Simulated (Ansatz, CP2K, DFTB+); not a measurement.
**Other levels on (11,0) carbon nanotube bundle (132 atoms)**

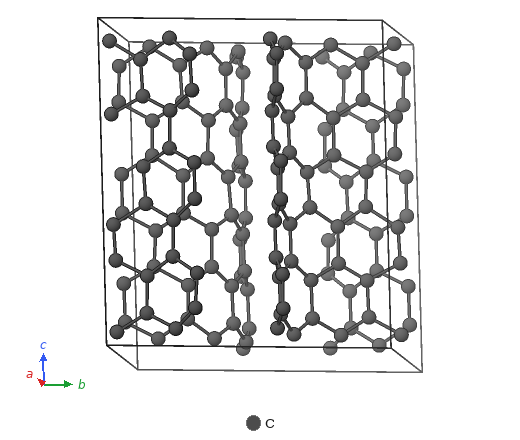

The cell (carbon dark grey). Some periodic images of atoms are drawn too.

The cell holds 132 atoms: 132 C. Cell: a = 11.913 Å, b = 11.913 Å, c = 12.549 Å, α = 90.0°, β = 90.0°, γ = 120.0°. It derives from C (graphene). Graphene sheet (a = 2.46 Å) rolled into a (11,0) tube of diameter 8.61 Å, 3 periods, hexagonal bundle with 3.3 Å between walls; minimised with a classical potential (one cell length free). Then every atom was moved at random, 0.03 Å r.m.s. a Cartesian component.

Geometry: as built.

The reference, a calculation:

* method: Kohn-Sham DFT, PBE, PAW, plane waves (Ansatz 0.2.0); cutoff 420 eV, Γ point, fermi-dirac smearing of 0.05 eV; PAW set soft_2
* r.m.s. force component: 2.171 eV/Å
* longest force: 9.358 eV/Å
* pressure: 12.94 GPa
* gap (highest filled to lowest empty level): 0.7885 eV
* SCF cycles: 10
* time: 22 s on 4 threads of Intel Xeon Platinum 8124M at 3.00GHz (Skylake/Cascade Lake), shared host
* CPU time: 80 s

Q: Estimate the differences from the reference, the CPU time and the memory of each run.
- DFTB+ DFTB mio-1-1 (DFTB+ 25.1; 1 thread)
- DFTB+ DFTB 3ob-3-1 (DFTB+ 25.1; 1 thread)
- CP2K PBE, DZVP-MOLOPT-SR, 450/50 Ry, diagonalisation (CP2K 2026.2; 4 MPI ranks)
- DFTB+ GFN1-xTB (DFTB+ 25.1; 1 thread)
- CP2K PBE+D3, DZVP-MOLOPT-SR, 450/50 Ry, diagonalisation (CP2K 2026.2; 4 MPI ranks)

Differences are against the plane-wave reference, forces as r.m.s. over components; share is that over the reference's r.m.s. force, slope the least-squares factor from reference forces to these. Total energies of different programs have different zeros and aren't compared.

```tsv
run	Δ force, r.m.s. (meV/Å)	share (%)	slope	Δ pressure (GPa)	Δ gap (eV)	cores	CPU time	memory (GiB)
reference	-	-	-	-	-	4	80 s	2.0
DFTB+ DFTB mio-1-1	764	35.2	1.337	6.31	-0.0772	1	1.6 s	0.13
DFTB+ DFTB 3ob-3-1	522	24.0	1.231	5.22	-0.0759	1	1.7 s	0.13
CP2K PBE, DZVP-MOLOPT-SR, 450/50 Ry, diagonalisation	38.7	1.78	1.015	0.669	0.0043	4	19 min	4.2
DFTB+ GFN1-xTB	109	5.02	0.985	-1.59	-0.129	1	4.1 s	0.13
CP2K PBE+D3, DZVP-MOLOPT-SR, 450/50 Ry, diagonalisation	55.4	2.55	1.019	0.497	0.0043	4	19 min	4.3
```

CPU time is summed over cores on a shared host, where runs went side by side, so it is rough. Symmetry, cutoffs, thresholds, outputs and thread counts weren't matched or tuned between programs; memory under MPI is the largest rank's times the ranks.

The PBE run in local orbitals differs by 1.8 % (CP2K PBE, DZVP-MOLOPT-SR, 450/50 Ry, diagonalisation); basis, grid and potentials can all enter. Tight binding differs by 5.0 % (DFTB+ GFN1-xTB) to 35 % (DFTB+ DFTB mio-1-1); it is another model, with fitted parameters of its own, and the xTB methods hold dispersion. Rows with another functional or a dispersion term differ by 2.6 % (CP2K PBE+D3, DZVP-MOLOPT-SR, 450/50 Ry, diagonalisation), which mixes the change of model with differences of basis and potentials. Of the electronic-structure runs that take under half the reference's CPU time, DFTB+ GFN1-xTB comes nearest, at 5.0 % in 4.1 s against 80 s; its pressure misses by -1.6 GPa. Periodic xTB results under one method name differ between programs and library versions (DFTB+ here holds tblite 0.3). The electronic-structure runs sample only Γ, in a cell whose shortest periodic width is 10 Å.

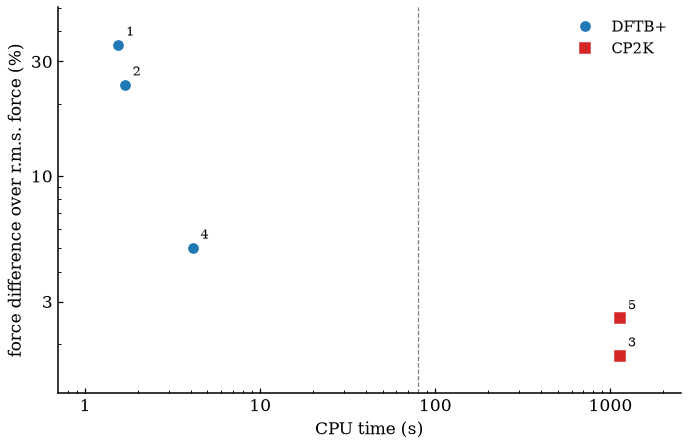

Force difference against CPU time; the dashed line marks the reference's time. Points: 1 DFTB+ DFTB mio-1-1; 2 DFTB+ DFTB 3ob-3-1; 3 CP2K PBE, DZVP-MOLOPT-SR, 450/50 Ry, diagonalisation; 4 DFTB+ GFN1-xTB; 5 CP2K PBE+D3, DZVP-MOLOPT-SR, 450/50 Ry, diagonalisation.

[Logs are printed without paths, hosts, clocks, repeated set-up lines and the standing remarks that a program may print on its own settings, such as how far it seeks lower states.]

[Hosts, paths, dates, database ids (printed as entryN), source tags and the programs' standing remarks are cut or masked in the printed files.]
